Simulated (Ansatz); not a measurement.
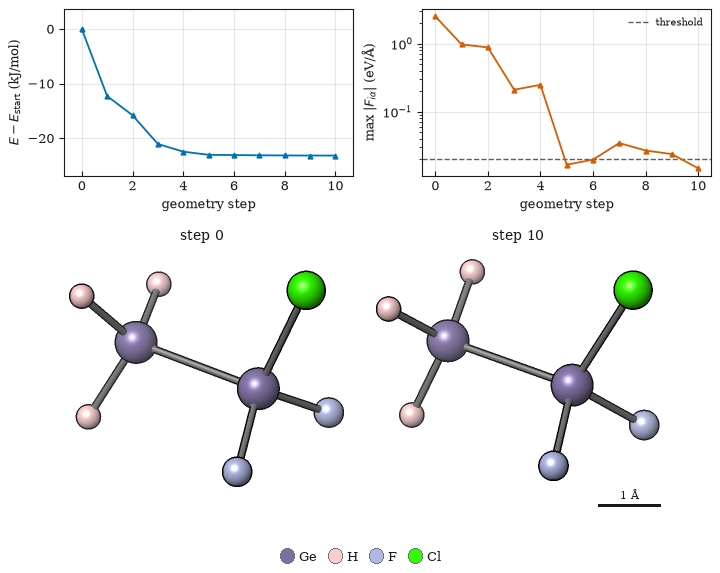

First and last geometry of a relaxation of Ge2H3ClF2, with the history of the run. A ball-and-stick model, seen at a tilt.

The run prepares the start of a later molecular dynamics calculation, from a guessed geometry.

These are results of Ansatz, RKS PBE/def2-SVP, not measurements. Set-up: no spin polarisation; force threshold 0.02 eV/Å; at most 40 steps.

**Read the history and describe the run.**

It converged. Over 10 geometry steps the energy falls by 23.2 kJ/mol. Largest force component: 2.5 eV/Å at the start, 0.015 eV/Å at the end. The forces were under the threshold at step 5, but the run went on from there. The largest moves after the best rigid fit, 0.26 Å, are those of H atoms. By element the largest moves are H 0.26 Å, Cl 0.25 Å, F 0.22 Å, Ge 0.08 Å. Some distances before and after: F–Ge 1.680 → 1.751 Å, Cl–Ge 2.218 → 2.164 Å, Ge–Ge 2.400 → 2.437 Å, Ge–H 1.550 → 1.545 Å. Among the angles between lasting bonds that change: F–Ge–F 109.5° → 104.0°, Ge–Ge–Cl 109.5° → 114.4°, F–Ge–Cl 109.5° → 106.9°.
